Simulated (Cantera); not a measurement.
A closed system holds: 1 mol B, 4.1 mol NH₃, 0.11 mol H₂, equilibrated at 1.33 mbar.

These are equilibrium values from Cantera (NASA tables, ideal gas, pure condensed phases), not measurements of a reactor. Candidate condensed phases: B, BN; 15 gas species. The tables' values for BH₂ are old estimates; treat these amounts as uncertain. Kinetics and transport are ignored.

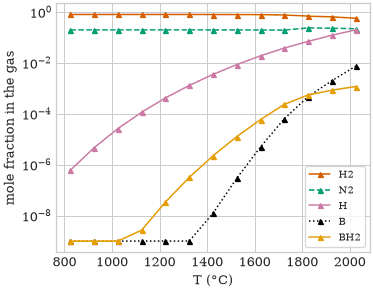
*Equilibrium gas composition (values under 1e-9 drawn at 1e-9)*

**Question.** Read off the mole fractions at 1025 °C.

**Answer.** H₂ about 0.80, N₂ about 0.20, H about 2.6e-5.
